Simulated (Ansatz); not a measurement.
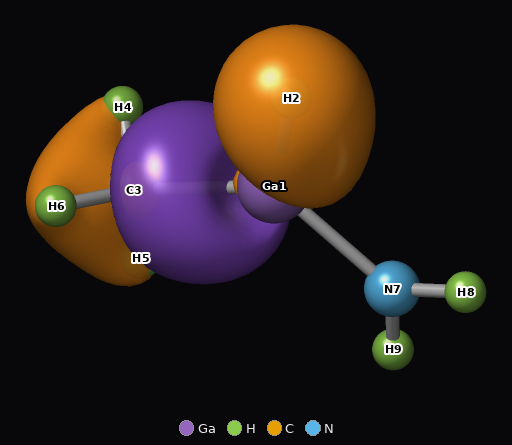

Figure. CH₆GaN. The HOMO−1 at ±0.15 Å⁻³ᐟ² (orange and purple are the two phases), seen at an oblique angle.

Method: RHF/def2-SVP in Ansatz 0.2.0.

The calculation's input:

```
crystal:
  periodic: [false, false, false]
  atoms:
    - { symbol: Ga, position_ang: [0.098289, -0.133948, 0.180494] }
    - { symbol: H, position_ang: [0.45108, -0.583701, 1.625776] }
    - { symbol: C, position_ang: [2.033317, 0.110354, -0.010102] }
    - { symbol: H, position_ang: [2.4421, -0.870381, 0.250076] }
    - { symbol: H, position_ang: [2.540945, 0.465252, -0.91049] }
    - { symbol: H, position_ang: [2.288974, 0.780839, 0.815178] }
    - { symbol: "N", position_ang: [-1.421648, 0.041718, -0.773375] }
    - { symbol: H, position_ang: [-2.333557, -0.164601, -0.417561] }
    - { symbol: H, position_ang: [-1.4619, 0.354367, -1.722797] }
basis:
  gaussian: { orbitals: def2-SVP }
hamiltonian:
  xc: hf
relax:
  f_tol: 0.03
  max_steps: 50
output:
  orbitals: {}
```

Launched as:

```sh
ansatz run input.yaml --threads 1 --pin off --max-ram 2048MiB --backend cpu --events-out ev --progress --plain --runs-dir out
```

The fields are those of the run's last geometry, not of the input's.

What is the character of this orbital?

Its weight (Hirshfeld) is mainly on C3 (about 35 %), Ga1 (about 30 %) and H2 (about 20 %). Its energy is −10.85 eV.
